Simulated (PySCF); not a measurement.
C4H7BNO2 (doublet)

```xyz
15

C    -0.7585    2.0547    0.0028
C    -0.6019    0.7756    0.2020
C     0.4230   -0.0959    0.6694
N     1.4739   -0.3065   -0.0087
C     2.4919   -1.1668    0.4867
B    -2.0829   -0.2438   -0.1119
O    -2.4881   -0.7178    0.9579
O    -2.2985   -0.1322   -1.4383
H     0.0215    2.7606    0.2599
H    -1.6620    2.4750   -0.4040
H     0.1977   -0.6146    1.6131
H     2.2569   -1.6197    1.4594
H     2.6639   -1.9489   -0.2554
H     3.4154   -0.5898    0.5669
H    -3.0568   -0.6219   -1.7554
```

Geometry: GFN2-xTB.

Theory: PySCF 2.14.0, density-fitted response routines, UKS B3LYP, pcH-1 on B C H N O, non-relativistic, mean-field spin-orbit, GIAO.

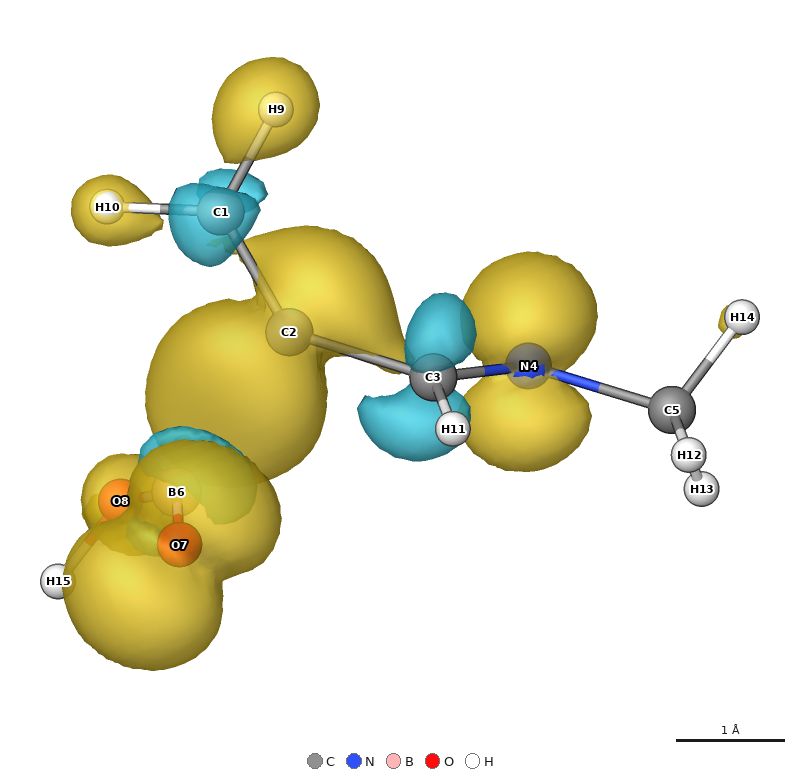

Figure 1. Isosurfaces of the spin density (α minus β) at +0.02 (yellow) and −0.02 e/Å³ (cyan), seen across its widest extent.

> Where is the unpaired spin?

The unpaired spin (1 electron) lies mostly on O7 (about 0.4), C2 (about 0.3), N4 (about 0.1) and B6 (about 0.1), in electrons by Hirshfeld's partition.

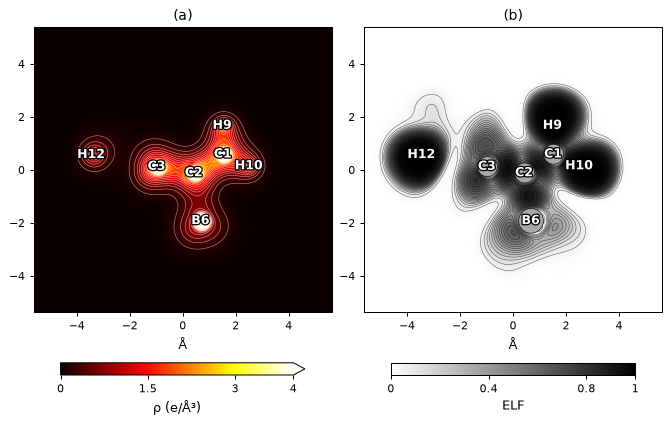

Figure 2. (a) total electron density; (b) electron localisation function on the plane of atoms C1, C2 and C3. Grey discs cover the atomic cores in the ELF map.

> Describe what can be read from this map.

- The plane passes through C, B and H nuclei.
- C–C (1.30 Å): ρ is about 2.2 e/Å³ halfway; the ELF peaks at about 0.90 between the atoms (a short, multiple covalent bond).
- C–C (1.42 Å): ρ is about 1.9 e/Å³ halfway; the ELF peaks at about 0.95 between the atoms; a covalent bond.

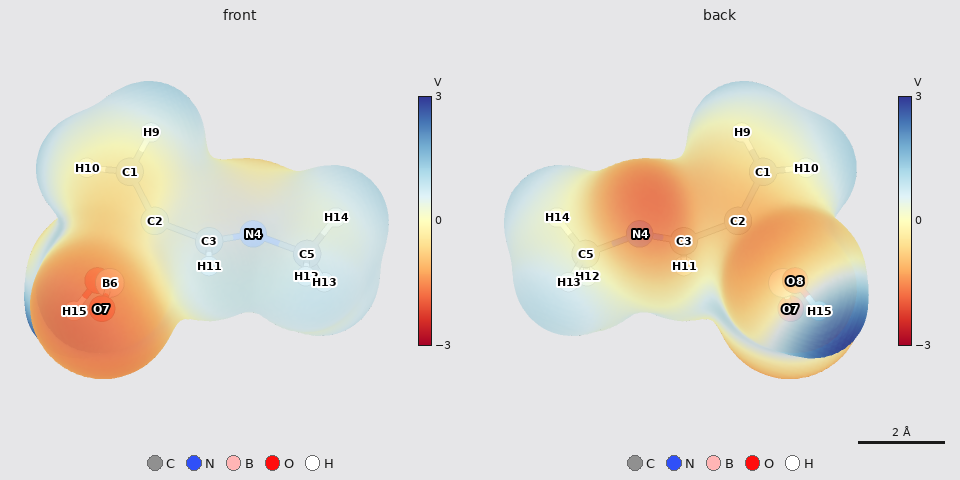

Figure 3. The molecular electrostatic potential painted on the density surface at 0.002 e/bohr³, seen from the front and from behind; red is negative and blue positive.

> Where is the surface potential most negative and most positive?

The most negative region (about −1.7 V, or −39 kcal/mol for a unit charge) lies over N4 and O7, the most positive (about +2.8 V, or +65 kcal/mol for a unit charge) over H15.
